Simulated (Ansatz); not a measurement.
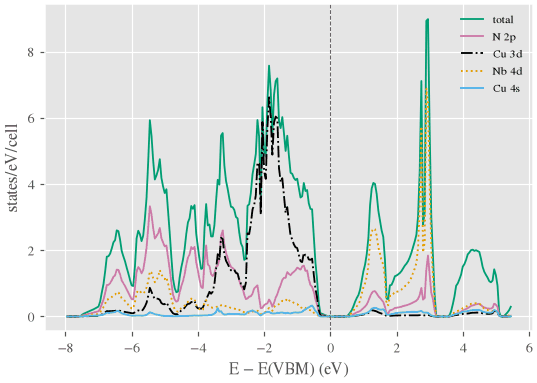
Total and projected density of states of NbCuN2 in space group R-3m (No. 166; Nb on 3b, Cu on 3a, N on 6c), the program Ansatz at the r²SCAN level (PAW)

Task: Which orbitals carry the states next to the gap?

Result: Top 1 eV of the valence band: Cu 3d 49 %, N 2p 35 %, Nb 4d 7 %, Cu 4s 6 %. Bottom 1 eV of the conduction band: Nb 4d 65 %, N 2p 19 %, Cu 4s 6 %. Projections are on Löwdin-orthogonalised atomic valence shells; empty p or d shells of many metals are not among them.

Task: Where is the tallest occupied peak in this window, and what makes it?

Result: Near -1.8 eV, about 7.6 states/eV per cell; the largest projected share is Cu 3d.

The start of the workflow was typed in or built on a structure type; neither database checked (COD, Materials Project) lists it. Its standing as an ambient phase is unchecked. The r²SCAN relaxation kept the symmetry of its start; its stability against distortions is not shown here. The workflow began spin-polarised and lost its moments. Scalar-relativistic: spin–orbit coupling is off unless named, which matters more the heavier the elements.

Potentials: the later of the program's two PAW sets.
